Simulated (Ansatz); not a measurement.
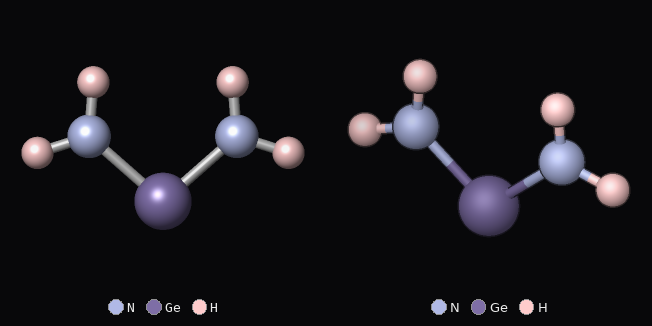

Two views of one molecule.

The geometry was computed by an optimisation with PBE0-D4/def2-TZVP.

Give the formula.

Answer. GeH₄N₂, 7 atoms: 1 germanium, 4 hydrogen and 2 nitrogen.

How many bonds of each kind are drawn?

Answer. 4 N–H, 2 Ge–N.

How many sets of symmetry-equivalent atoms are there?

Answer. 4: 2 N, 1 Ge, 2 H, 2 H.

Write the SMILES.

Answer. [NH2][Ge][NH2]

The parts below concern this one geometry. Atoms keep their numbers from picture to picture.

**Levels of theory compared**

Program: Ansatz 0.2.0.

At this fixed geometry, give HOMO energy (eV), HOMO–LUMO gap (eV) at these levels: B3LYP-D4/def2-TZVPP; B97M-V/def2-TZVPP; BHLYP-D4/def2-TZVPP; CAM-B3LYP-D4/def2-TZVPP; PBE0-D4/def2-SVP; PBE0-D4/def2-TZVPP; r2SCAN0-D4/def2-TZVPP; r2SCANh-D4/def2-TZVPP; ωB97M-V/def2-TZVPP; ωB97X-V/def2-TZVPP.

| level | HOMO energy (eV) | HOMO–LUMO gap (eV) |
| --- | --- | --- |
| B3LYP-D4/def2-TZVPP | −6.66 | 5.85 |
| B97M-V/def2-TZVPP | −5.88 | 4.71 |
| BHLYP-D4/def2-TZVPP | −7.82 | 8.07 |
| CAM-B3LYP-D4/def2-TZVPP | −8.15 | 8.59 |
| PBE0-D4/def2-SVP | −6.64 | 6.31 |
| PBE0-D4/def2-TZVPP | −6.81 | 6.22 |
| r2SCAN0-D4/def2-TZVPP | −6.99 | 6.45 |
| r2SCANh-D4/def2-TZVPP | −6.38 | 5.41 |
| ωB97M-V/def2-TZVPP | −9.01 | 10.36 |
| ωB97X-V/def2-TZVPP | −9.09 | 10.55 |

**Thermal motion**

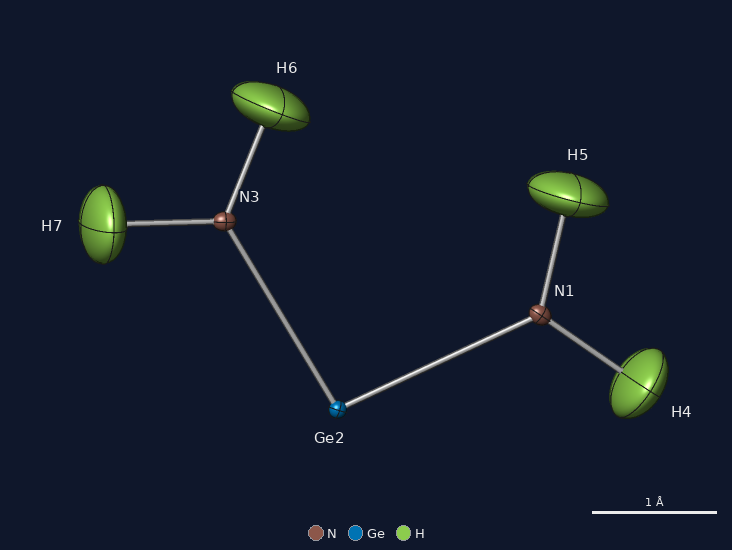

Displacement ellipsoids at the 50 % level, enlarged 1.5 times, from the internal vibrations of the free molecule (harmonic, no overall translation or rotation; no half-axis is drawn under 0.075 Å). Vibrations computed with RKS PBE0-D4/def2-TZVP (Ansatz 0.2.0). Temperature: 100 K.

Which atom moves most?

Answer. H5, H6, with U_eq = 0.0242 Å².

Does H6 move more along its bond or across it?

Answer. Across it: the root-mean-square amplitude is 0.075 Å along the bond and up to 0.214 Å across, since bending and torsion are softer than stretching.

Give the displacement parameters, one line for each set of equivalent atoms.

```tsv
atom	U_eq (Å²)	rms amplitudes (Å)
N1, N3	0.0013	0.030, 0.035, 0.042
Ge2	0.00009	0.003, 0.008, 0.014
H4, H7	0.0226	0.078, 0.138, 0.207
H5, H6	0.0242	0.075, 0.145, 0.214
```

**Vibrations**

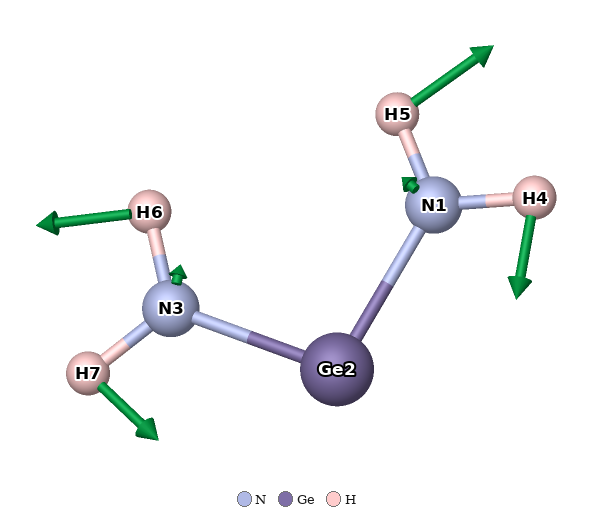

The arrows show one normal mode. Harmonic vibrations computed with RKS PBE0-D4/def2-TZVP (Ansatz 0.2.0) at a stationary point of the same level.

Describe the motion.

Answer. Mostly Ge–N–H bending.

At what wavenumber does it lie?

Answer. 802 cm⁻¹; it is mode 9 of 15 counted from the lowest.

**Dipole moment**

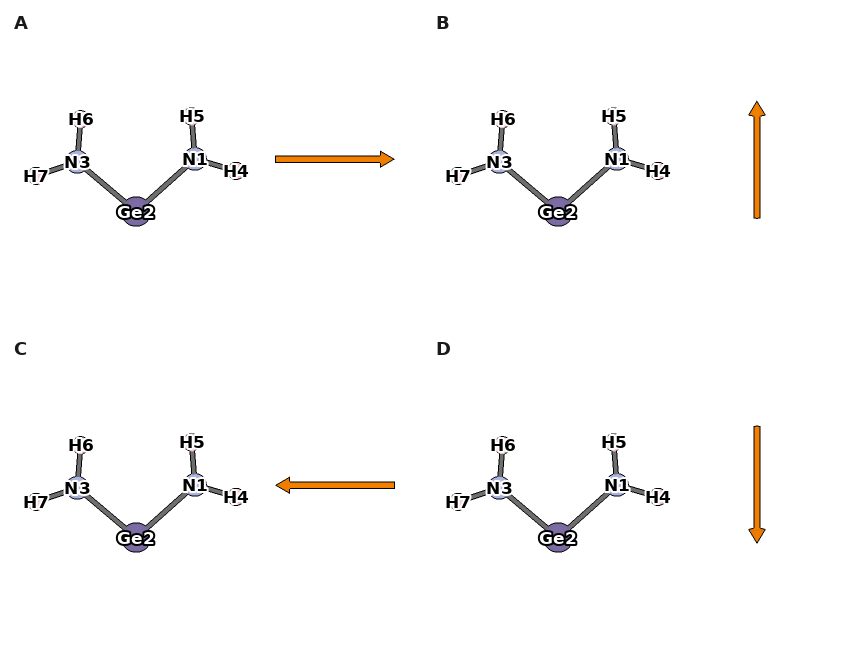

The same molecule four times, each with an arrow. Properties computed with RKS PBE0-D4/def2-TZVP (Ansatz 0.2.0).

Which arrow points along the dipole moment, from the negative to the positive end?

Answer. B. The dipole moment is 1.46 D; it points from the side of Ge2 to the side of H5, H6 (the outermost atoms at the two ends).
